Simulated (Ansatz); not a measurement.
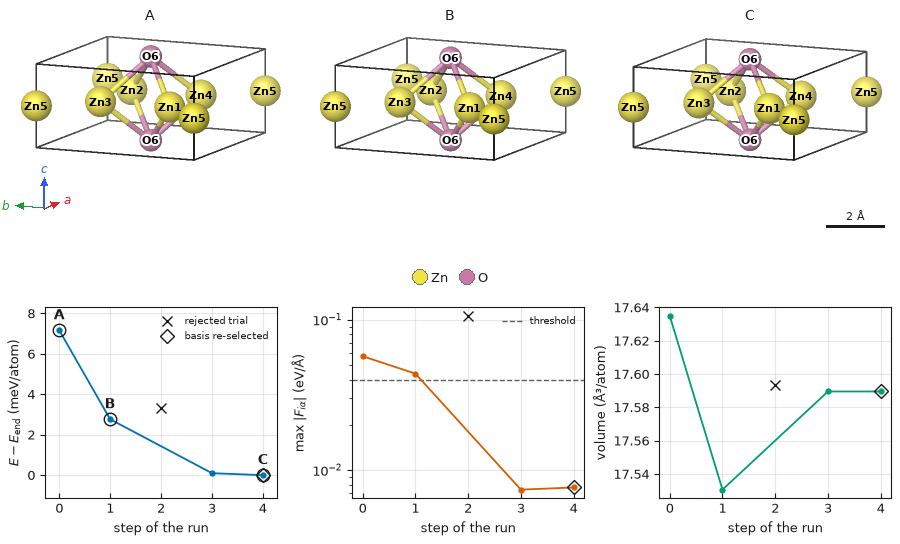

Frames of a relaxation of solid Zn$_{5}$O (a generated structure, set up in P4/mmm) (coarse preliminary run), marked on the history of the run. A ball-and-stick model of the cell of the calculation, seen from a free direction.

Level of theory: Ansatz 0.2.0, DFT PBE, scalar-relativistic, plane waves, PAW.

Input file:
```yaml
crystal:
  lattice:
    - [5.9941773622, 0.0, 0.0]
    - [0.0, 5.9941773622, 0.0]
    - [0.0, 0.0, 2.9448749098]
  atoms:
    - { symbol: Zn, position: [0.2806373505, 0.2806373505, 0.5] }
    - { symbol: Zn, position: [0.7193626495, 0.7193626495, 0.5] }
    - { symbol: Zn, position: [0.2806373505, 0.7193626495, 0.5] }
    - { symbol: Zn, position: [0.7193626495, 0.2806373505, 0.5] }
    - { symbol: Zn, position: [0.0, 0.0, 0.5] }
    - { symbol: O, position: [0.5, 0.5, 0.0] }
basis:
  ecutwfc: 420
kpoints:
  mp_grid: { grid: [4, 4, 6] }
hamiltonian:
  xc: pbe
scf:
  occupations: { method: gaussian, width: 0.1 }
  lower_state_search: "off"
output:
  forces: true
  stress: true
  eigenvalues: true
relax:
  adjacent_minimum: "off"
  f_tol: 0.04
  max_steps: 70
  cell: { stress_tol: 0.4 }
```

Command:
```bash
ansatz run input.yaml --threads 1 --pin off --max-ram 2560MiB --backend cpu --events-out ev --progress --plain --runs-dir out
```

Q: What happens along the run?

A: The energy falls by 7.2 meV per atom in 2 accepted moves (4 points after the start). Largest force component: 0.057 eV/Å at the start, 0.0077 eV/Å at the end. Pressure: 0.34 GPa at the start and 0.04 GPa at the end. The line search rejected the trial step at point 2 of the run. At 1 point the geometry stayed and the basis and grid were re-selected for the new cell (energy shift of 0.1 meV per atom at most each time). The atoms keep their places relative to the cell (all moves are under 0.005 Å). The volume changes by −0.3 %, with a = b 5.994 → 6.102 Å (+1.8 %), c 2.945 → 2.834 Å (−3.8 %). Among the contacts that change: Zn1–Zn5 2.379 → 2.421 Å, Zn1–O6 2.372 → 2.366 Å. Bond angles that change, for instance: O6–Zn2–O6 76.7° → 73.6°. The space group stays P4/mmm (No. 123). From step 0 to 1: volume −0.6 %, energy −4.4 meV per atom. From step 1 to 4: volume +0.3 %, energy −2.8 meV per atom.

Limits of the set-up: layers or molecules are held without a dispersion correction, so their spacing is unreliable.
